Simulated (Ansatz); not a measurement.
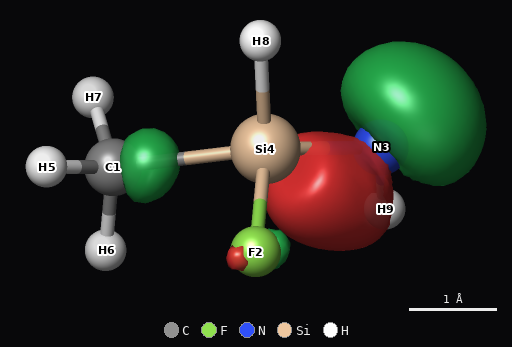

Figure 1: CH5FNSi (charge −1). The HOMO−1 at ±0.2 Å⁻³ᐟ² (green and red are the two phases), seen from one side.

Geometry: r2SCAN-D4/def2-SVPD.

Method: isolated molecule in a Gaussian basis; Kohn-Sham density functional theory, functional PBE0 (Ansatz 0.2.0).

| atom | x (Å) | y (Å) | z (Å) |
| --- | --- | --- | --- |
| C | -0.6997 | 0.5561 | 1.6451 |
| F | -1.7028 | 2.5030 | 0.0091 |
| N | -1.9278 | -0.1561 | -1.1191 |
| Si | -1.9415 | 0.8209 | 0.2119 |
| H | -0.8442 | 1.2986 | 2.4500 |
| H | 0.3394 | 0.6522 | 1.2847 |
| H | -0.8071 | -0.4515 | 2.0800 |
| H | -3.3103 | 0.8384 | 0.8566 |
| H | -1.0178 | -0.3721 | -1.5280 |

Where does this orbital lie, and at what energy?

Its weight (Hirshfeld) is mainly on N3 (about 70 %), Si4 (about 15 %) and H9 (about 5 %); largely a lone pair of N3. Its energy is −1.46 eV.
